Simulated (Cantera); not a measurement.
Feed: 1 mol CH3SiH3, 0.043 mol C3H8, 53 mol H2, 0.16 mol C2H2, equilibrated at 0.640 bar.

Method: chemical equilibrium by Gibbs-energy minimisation in Cantera with the NASA 1993 tables (ideal gas, pure condensed phases). Candidate condensed phases: C, C6H6, C7H8, C8H18, Si, SiC; 87 gas species. The feed counts by its element totals alone. The numbers say what is thermodynamically allowed, not how fast it happens.

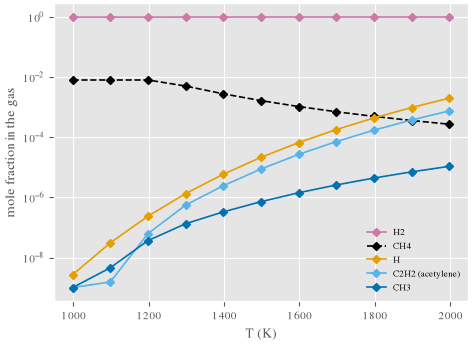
Figure: Equilibrium gas composition (values under 1e-9 drawn at 1e-9)

From 998 K to 1198 K the condensed part is SiC(s). From 1298 K to 1998 K the condensed part is C(graphite) + SiC(s).
